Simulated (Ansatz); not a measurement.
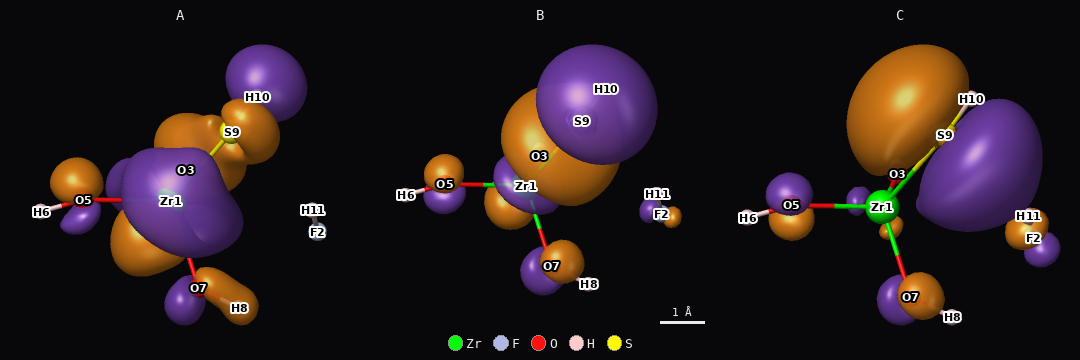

Figure 1: H₄O₃SZr···HF. Three frontier orbitals at ±0.08 Å⁻³ᐟ² (orange and purple are the two phases), in no order.

Core potentials replace the inner electrons of Zr.

Theory: RKS B3LYP-D4/def2-SVP (Ansatz 0.2.0).

| atom | x (Å) | y (Å) | z (Å) |
| --- | --- | --- | --- |
| Zr | 0.0659 | 0.5339 | -0.2557 |
| F | 0.8178 | -0.9113 | 2.4731 |
| O | 1.6592 | -0.3580 | -0.8574 |
| H | 2.2904 | -0.9234 | -1.3093 |
| O | -0.8632 | 1.4473 | -1.6699 |
| H | -1.4754 | 1.6636 | -2.3788 |
| O | -1.2137 | -0.7000 | 0.5301 |
| H | -1.0944 | -1.3745 | 1.2158 |
| S | 0.7633 | 2.2649 | 1.4788 |
| H | 2.0689 | 1.8891 | 1.4236 |
| H | 0.6774 | -0.0180 | 2.7030 |

> Which picture is the HOMO−1, the HOMO and the LUMO?

B is the HOMO−1 (−7.71 eV). It lies mainly on S9 (about 75 %) and Zr1 (about 15 %); largely a lone pair of S9. C is the HOMO (−6.93 eV). It lies mainly on S9 (about 80 %); largely a lone pair of S9. A is the LUMO (−0.74 eV). It lies mainly on Zr1 (about 65 %), S9 (about 10 %) and O3 (about 5 %).

> What is the HOMO–LUMO gap?

6.19 eV between the orbital energies.
